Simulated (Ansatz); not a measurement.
**wB97X/aug-cc-pVTZ run of GeS (germanium sulfide)**

What is the electronic atomisation energy of GeS (germanium sulfide) at wB97X/aug-cc-pVTZ? 

Program for the calculation: Ansatz 0.2.0.

30 further runs of the same task are left out: 30 set aside as unsound or not needed.

## Step 1: The system as given

GeS has 2 atoms, charge 0, and is taken as a singlet. As SMILES, `[S+]#[Ge-]`. Geometry: the measured bond length.

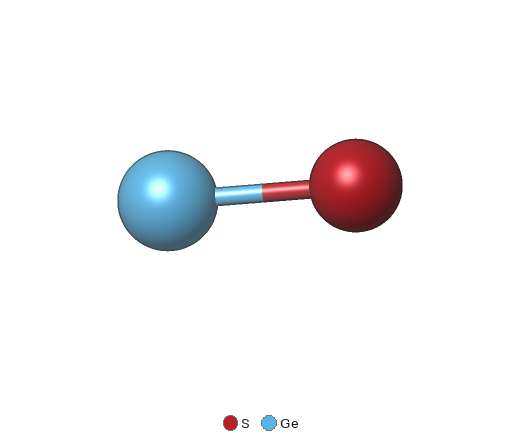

The structure, seen from a chosen angle (sulfur red, germanium blue).

## Step 2: The energy at wB97X/aug-cc-pVTZ

Input file run.yaml:

```yaml
basis:
  gaussian:
    orbitals: aug-cc-pVTZ
crystal:
  periodic: [false, false, false]
  atoms:
    - symbol: S
      position_ang: [0.000000, 0.000000, 0.000000]
    - symbol: Ge
      position_ang: [0.000000, 0.000000, 2.012086]
hamiltonian:
  xc: {name: wB97X}
accuracy: high
output:
  orbitals: {seedname: orbitals}
```

Launch:

```sh
$ ansatz run run.yaml --threads 1 --pin off --max-ram 3480MiB --events-out events.jsonl --progress --plain --runs-dir runs
```

Log:

```text
Warning: RAYON_NUM_THREADS=1 ignored (pool sized by the plan → 1); use --threads N
Functional definition: wB97X
  name "wB97X"
  parameter omega = 0.3/bohr
  parameter cx = 0.157706
  parameter cx1 = 0.726479
  parameter cx2 = 1.04760
  parameter cx3 = -5.70635
  parameter cx4 = 13.2794
  parameter css1 = -4.33879
  parameter css2 = 18.2308
  parameter css3 = -31.7430
  parameter css4 = 17.2901
  parameter cos1 = 2.37031
  parameter cos2 = -11.3995
  parameter cos3 = 6.58405
  parameter cos4 = -3.78132
  exchange = spin_sum(e_x_unif_sr(omega)*poly(b97_u_x, 1 - cx, cx1, cx2, cx3, cx4)) + cx*exact_x_sr(omega)
      + exact_x_lr(omega)
  correlation = spin_sum(e_c_pw_same_spin*poly(b97_u_same, 1, css1, css2, css3, css4))
      + integral(e_c_pw_opposite_spin*poly(b97_u_opposite, 1, cos1, cos2, cos3, cos4))
1389 factors; integrals over basis functions are off by at most 4.7e-9 eV
392 factors; integrals over basis functions are off by at most 2.4e-9 eV
mean field evaluation 1: about -67354.7482 eV, gradient 2.6e1 eV
mean field evaluation 2: about -67353.3612 eV, gradient 3.6e1 eV
mean field evaluation 4: about -67356.7893 eV, gradient 1.2e0 eV
mean field evaluation 8: about -67356.8380 eV, gradient 6.4e-2 eV
mean field evaluation 16: about -67356.8380 eV, gradient 3.4e-5 eV
mean field -67356.83804475 eV, -2475.3181420399 hartree, gradient 3.0e-8 eV, S^2 0.000000; 0 other end points of the search recorded, 0 dependent functions left out
reference -67356.83804207 eV, -2475.3181419414 hartree; 24, 24 occupied and 85, 85 virtual orbitals, 1389 factors
Total energy: -67356.83804207 eV, -2475.3181419414 hartree
```

It took 29 s on 1 thread of Arm Neoverse V1, shared host; peak memory 0.45 GiB.

## Step 3: The Ge atom, same level

Input file run.yaml:

```yaml
crystal:
  periodic: [false, false, false]
  atoms:
    - symbol: Ge
      position_ang: [0.000000, 0.000000, 0.000000]
basis:
  gaussian:
    orbitals: aug-cc-pVTZ
magnetization:
  spin_polarized: true
  initial_magnetization: 2
hamiltonian:
  xc: {name: wB97X}
accuracy: high
```

Launch:

```sh
$ ansatz run run.yaml --threads 1 --pin off --max-ram 3480MiB --events-out events.jsonl --progress --plain --runs-dir runs
```

Log:

```text
Warning: RAYON_NUM_THREADS=1 ignored (pool sized by the plan → 1); use --threads N
[... 17 set-up lines as earlier in the session ...]
      + exact_x_lr(omega)
[... 1 set-up line as earlier in the session ...]
      + integral(e_c_pw_opposite_spin*poly(b97_u_opposite, 1, cos1, cos2, cos3, cos4))
600 factors; integrals over basis functions are off by at most 4.3e-9 eV
238 factors; integrals over basis functions are off by at most 1.1e-9 eV
mean field evaluation 1: about -56517.6876 eV, gradient 5.0e0 eV
mean field evaluation 2: about -56517.7762 eV, gradient 3.0e0 eV
mean field evaluation 4: about -56517.7966 eV, gradient 5.4e-1 eV
mean field evaluation 8: about -56517.8109 eV, gradient 1.1e-2 eV
mean field evaluation 16: about -56517.8109 eV, gradient 4.2e-6 eV
mean field -56517.81086361 eV, -2076.9912400897 hartree, gradient 6.3e-8 eV, S^2 2.002663; 0 other end points of the search recorded, 0 dependent functions left out
reference -56517.81086290 eV, -2076.9912400636 hartree; 17, 15 occupied and 42, 44 virtual orbitals, 600 factors
Total energy: -56517.81086290 eV, -2076.9912400636 hartree
```

It took 16 s on 1 thread of Arm Neoverse V1, shared host; peak memory 0.29 GiB.

## Step 4: The S atom at the same level

Input file input.yaml:

```yaml
crystal:
  periodic: [false, false, false]
  atoms:
    - {symbol: S, position_ang: [0.000000, 0.000000, 0.000000]}
basis:
  gaussian:
    orbitals: aug-cc-pVTZ
magnetization:
  spin_polarized: true
  initial_magnetization: 2
hamiltonian:
  xc: {name: wB97X}
accuracy: high
```

Run the same way, it converges to -398.11479 Eh (log not shown).

## Step 5: What came out

At wB97X/aug-cc-pVTZ:

| quantity | value |
| --- | --- |
| molecule: total energy | -2475.31814 Eh |
| molecule: HOMO energy | -10.18 eV |
| molecule: LUMO energy | -0.52 eV |
| molecule: HOMO–LUMO gap | 9.67 eV |
| Ge atom: total energy | -2076.99124 Eh |
| Ge atom: ⟨S²⟩ | 2.003 |
| S atom: total energy | -398.11479 Eh |
| S atom: ⟨S²⟩ | 2.005 |
| electronic atomisation energy | 5.772 eV |

In words: Taking the molecule apart into free atoms costs 5.77 eV (133 kcal/mol), before zero-point energy and without spin-orbit coupling.
